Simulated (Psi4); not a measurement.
**M06-L/def2-SVP (core potential) run of SnH2F2 (SMILES [F][SnH2][F])**

Aim: the vertical ionisation energy of SnH2F2 at M06-L/def2-SVP (core potential), from 2 runs. Input form: a Python script.

The calculation is run with Psi4 1.11.

**1. The structure to begin with**

SnH2F2: 5 atoms, total charge 0, spin state singlet. SMILES: `[F][SnH2][F]`. The shape is that of a PBE0-D4/def2-TZVP optimisation.

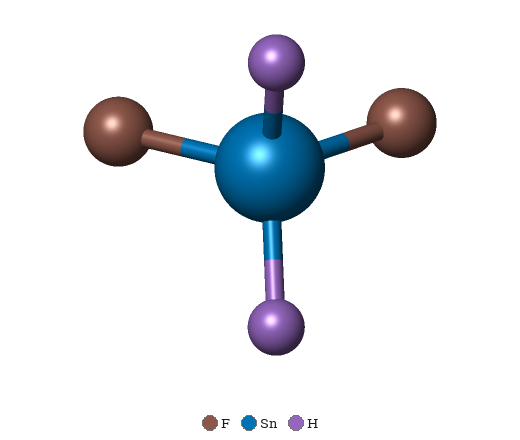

Viewed from a chosen angle; fluorine brown, tin blue, hydrogen purple.

**2. Energy and forces at M06-L/def2-SVP (core potential)**

The input, f2h2sn.py:

```python
import psi4

psi4.set_memory(2200000000)
psi4.set_num_threads(1)
psi4.set_output_file('psi4.out', False)

mol = psi4.geometry("""
0 1
F     -0.343500    -0.356300     1.741400
Sn     0.128900    -0.073200    -0.086200
F     -1.231200     1.110700    -0.712400
H     -0.087400    -1.547100    -0.889100
H      1.583200     0.792100    -0.095000
units angstrom
symmetry c1
""")

psi4.set_options({
    'basis': 'def2-SVP',
    'puream': True,
    'e_convergence': 1e-09,
    'd_convergence': 1e-08,
    'scf_type': 'pk',
    'dft_radial_points': 99,
    'dft_spherical_points': 590,
})

E = psi4.gradient("m06-l")
print('gradient / Eh bohr^-1')
print(E.np.round(6))
```

Launch:

```console
python f2h2sn.py
```

psi4.out:

```text
[...]
    !!!  WARNING: ECP capability is in beta. Please check occupations closely.  !!!
[...]
  Running in c1 symmetry.
[...]
  Nuclear repulsion =  144.609737025789201
[...]
  Multiplicity = 1
[...]
  Nalpha       = 21
  Nbeta        = 21
[...]
    Number of basis functions: 64
[...]
   @RKS iter   1:  -415.06907576574258   -1.47304e+00   9.52197e-03 ADIIS/DIIS
[...]
   @RKS iter  11:  -415.19477420576959   -2.38742e-12   5.23702e-09 DIIS
[...]
    Orbital Energies [Eh]
    ---------------------
    Doubly Occupied:
       1A    -24.454506     2A    -24.454481     3A     -5.065964
       4A     -3.421471     5A     -3.419786     6A     -3.415336
       7A     -1.111305     8A     -1.101562     9A     -1.021840
      10A     -1.020920    11A     -1.019641    12A     -1.007310
      13A     -0.990240    14A     -0.501024    15A     -0.375821
      16A     -0.375345    17A     -0.371256    18A     -0.332481
      19A     -0.330781    20A     -0.329278    21A     -0.310189
[...]
  @RKS Final Energy:  -415.19477420576959
   => Energetics <=
    Nuclear Repulsion Energy =            144.6097370257892010
    One-Electron Energy =                -945.0208284028874459
    Two-Electron Energy =                 425.2109095628439377
    DFT Exchange-Correlation Energy =     -39.9945923915152761
    Empirical Dispersion Energy =           0.0000000000000000
    VV10 Nonlocal Energy =                  0.0000000000000000
    Total Energy =                       -415.1947742057695905
[...]
 Multipole Moments:
 ------------------------------------------------------------------------------------
     Multipole            Electronic (a.u.)      Nuclear  (a.u.)        Total (a.u.)
 ------------------------------------------------------------------------------------
 L = 1.  Multiply by 2.5417464519 to convert [e a0] to [Debye]
 Dipole X            :         13.1861465          -12.1669827            1.0191638
 Dipole Y            :         -6.4818309            5.9808578           -0.5009730
 Dipole Z            :         -8.6447865            7.9766790           -0.6681075
 Magnitude           :                                                    1.3175873
[...]
  -Total Gradient:
     Atom            X                  Y                   Z
    ------   -----------------  -----------------  -----------------
       1        0.004322751105     0.002717371504    -0.017101237046
       2       -0.013537000720     0.006650196031     0.008897358184
       3        0.012646306421    -0.011053110100     0.005952521583
       4        0.000052206943     0.003872005098     0.002296382796
       5       -0.004068138293    -0.001898978939     0.000336482904
[...]
```

The script printed:

```text
gradient / Eh bohr^-1
[[ 4.3230e-03  2.7170e-03 -1.7101e-02]
 [-1.3537e-02  6.6500e-03  8.8970e-03]
 [ 1.2646e-02 -1.1053e-02  5.9530e-03]
 [ 5.2000e-05  3.8720e-03  2.2960e-03]
 [-4.0680e-03 -1.8990e-03  3.3600e-04]]
```

It took 33 s on 1 thread of Intel Xeon at 2.50GHz (Skylake/Cascade Lake), shared host; peak memory 1.3 GiB.

**3. The doublet cation, same level**

The input, run.py:

```python
import psi4

psi4.set_memory('2200 MB')
psi4.set_num_threads(1)
psi4.core.set_output_file('output.dat', False)

m = psi4.geometry("""
1 2
F     -0.343500    -0.356300     1.741400
Sn     0.128900    -0.073200    -0.086200
F     -1.231200     1.110700    -0.712400
H     -0.087400    -1.547100    -0.889100
H      1.583200     0.792100    -0.095000
symmetry c1
""")

psi4.set_options({
    'basis': 'def2-SVP',
    'reference': 'uks',
    'puream': True,
    'e_convergence': 1e-09,
    'd_convergence': 1e-08,
    'scf_type': 'pk',
    'dft_radial_points': 99,
    'dft_spherical_points': 590,
    'maxiter': 100,
})

E = psi4.gradient('m06-l')
print('gradient / Eh bohr^-1')
print(E.np.round(6))
```

Launch:

```console
python run.py
```

output.dat (excerpt; [...] marks lines left out):

```text
[...]
    !!!  WARNING: ECP capability is in beta. Please check occupations closely.  !!!
[...]
  Running in c1 symmetry.
[...]
  Nuclear repulsion =  144.609737025789201
[...]
  Multiplicity = 2
[...]
  Nalpha       = 21
  Nbeta        = 20
[...]
    Number of basis functions: 64
[...]
   @UKS iter   1:  -414.64123672687271   -1.04520e+00   8.54509e-03 ADIIS/DIIS
[...]
   @UKS iter  17:  -414.76218810122788   -1.08002e-12   7.99066e-09 DIIS
[...]
   @S^2 Observed:                7.577402068E-01
[...]
  @UKS Final Energy:  -414.76218810122788
   => Energetics <=
    Nuclear Repulsion Energy =            144.6097370257892010
    One-Electron Energy =                -933.4353285485595961
    Two-Electron Energy =                 413.6497438011197687
    DFT Exchange-Correlation Energy =     -39.5863403795772300
    Empirical Dispersion Energy =           0.0000000000000000
    VV10 Nonlocal Energy =                  0.0000000000000000
    Total Energy =                       -414.7621881012278777
[...]
 Multipole Moments:
 ------------------------------------------------------------------------------------
     Multipole            Electronic (a.u.)      Nuclear  (a.u.)        Total (a.u.)
 ------------------------------------------------------------------------------------
 L = 1.  Multiply by 2.5417464519 to convert [e a0] to [Debye]
 Dipole X            :         13.4522511          -12.1669827            1.2852684
 Dipole Y            :         -6.6126562            5.9808578           -0.6317983
 Dipole Z            :         -8.8193729            7.9766790           -0.8426939
 Magnitude           :                                                    1.6616910
[...]
  -Total Gradient:
     Atom            X                  Y                   Z
    ------   -----------------  -----------------  -----------------
       1        0.003829573161     0.003236160806    -0.017587750488
       2       -0.002485449599     0.001214419703     0.001642829185
       3        0.012630672890    -0.011321181967     0.006778383598
       4       -0.000643443097     0.012884571840     0.007936656312
       5       -0.013929332074    -0.005719548202     0.001620642410
[...]
```

The script printed:

```text
gradient / Eh bohr^-1
[[ 0.00383   0.003236 -0.017588]
 [-0.002485  0.001214  0.001643]
 [ 0.012631 -0.011321  0.006778]
 [-0.000643  0.012885  0.007937]
 [-0.013929 -0.00572   0.001621]]
```

It took 62 s on 1 thread of Intel Xeon at 2.50GHz (Skylake/Cascade Lake), shared host; peak memory 1.3 GiB.

**4. Outcome**

At M06-L/def2-SVP (core potential):

| quantity | value |
| --- | --- |
| singlet SnH2F2: total energy | -415.19477 Eh |
| singlet SnH2F2: dipole moment | 3.35 D |
| singlet SnH2F2: HOMO energy | -8.44 eV |
| singlet SnH2F2: LUMO energy | -1.17 eV |
| singlet SnH2F2: HOMO–LUMO gap | 7.27 eV |
| singlet SnH2F2: largest force on an atom | 0.918 eV/Å |
| doublet cation: total energy | -414.76219 Eh |
| doublet cation: HOMO energy (highest over α and β) | -15.85 eV |
| doublet cation: LUMO energy (lowest over α and β) | -15.08 eV |
| doublet cation: ⟨S²⟩ | 0.758 |
| doublet cation: largest force on an atom | 0.940 eV/Å |
| vertical ionisation energy (to the doublet cation) | 11.771 eV |

The vertical ionisation energy comes to 11.77 eV (271 kcal/mol). The largest force (singlet SnH2F2) is 0.92 eV/Å: the shape isn't a stationary point for this species at this level. The negative HOMO energy of the first species, 8.44 eV, lies 3.33 eV below that difference.
